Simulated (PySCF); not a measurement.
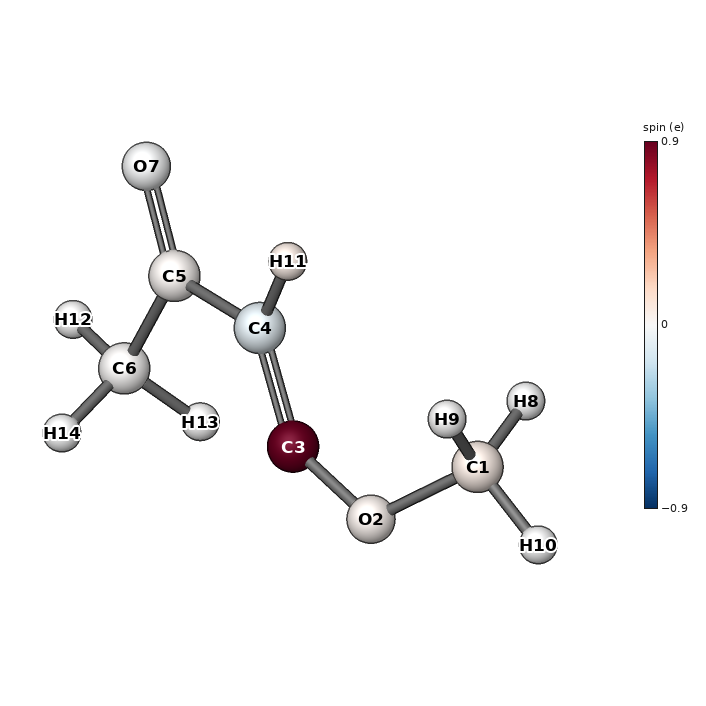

Atoms are coloured by their Mulliken spin populations. Charge 0, doublet. The geometry was computed by an optimisation with GFN2-xTB. No frequency run is at hand to confirm it as a minimum. Level of theory: UKS B3LYP, pcH-1 on C H O, non-relativistic (PySCF 2.14.0).

Q: Which atom carries the largest spin population?

A: C3 (0.90 e).

Q: Which atom has the lowest spin population?

A: C4 (−0.09 e); a negative value comes from spin polarisation.

Give the Mulliken spin populations atom by atom.

```tsv
atom	value (e)
C1	0.07
O2	0.04
C3	0.90
C4	−0.09
C5	0.02
C6	0.01
O7	−0.01
H8	0.00
H9	0.00
H10	0.00
H11	0.07
H12	0.00
H13	0.00
H14	0.00
```

Mulliken values depend strongly on the basis set.
